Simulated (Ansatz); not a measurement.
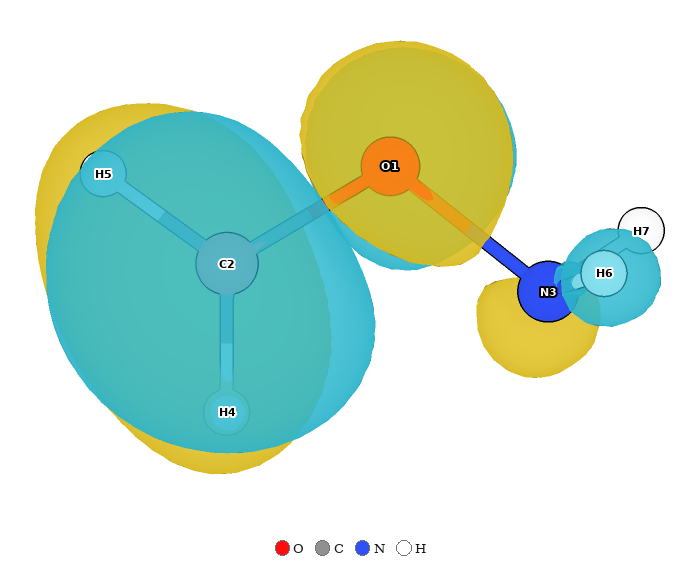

Figure. CH4NO (doublet). The HOMO (α) at ±0.1 Å⁻³ᐟ² (yellow and cyan are the two phases), seen across its widest extent.

The product side of a reaction path; geometry: PBE0-D4/def2-TZVP.

These are results of UKS PBE0-D4/def2-TZVPP (Ansatz), not measurements.

```xyz
7

O    -0.5957    0.2589    0.0997
C    -0.4003   -0.6677   -0.8653
N     0.6200    0.5229    0.7856
H     0.5987   -0.7599   -1.2719
H    -1.2954   -0.8584   -1.4410
H     0.5413    0.0008    1.6570
H     0.5315    1.5035    1.0359
```

> Describe this orbital and give its energy.

It lies mainly on C2 (about 60 %), O1 (about 25 %) and H4 (about 5 %); π-antibonding (π*) across C2–O1. Its energy is −5.11 eV.
